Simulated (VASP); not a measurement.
Energy against volume of GaAs (zinc blende). All values below come from r2SCAN meta-GGA, VASP's PBE PAW potentials (set 64) (plane waves; VASP).

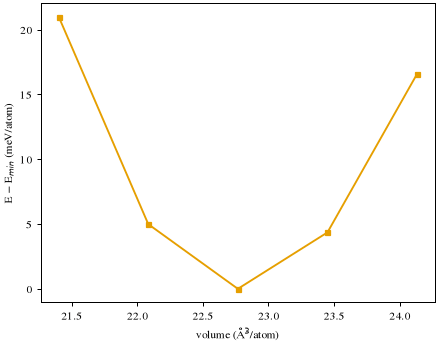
Energy against volume

### Question
Estimate the equilibrium volume and the bulk modulus.

### Answer
The minimum lies near 22.8 Å³/atom, and the curvature gives B0 of about 73 GPa.

Measured: bulk modulus 76.7 GPa at 0 K (computed value off by -5.2 %), as given by Daniel Mejia-Rodriguez et al., Physical Review B (2018), arXiv:1807.09216 [0 K value with the zero-point phonon effect removed]; a 5.640 Å at 0 K (computed value off by +0.5 %), as given by Daniel Mejia-Rodriguez et al., Physical Review B (2018), arXiv:1807.09216 [static lattice: zero-point anharmonic expansion removed].

The compound is GaAs in the zinc blende structure. It was relaxed first.
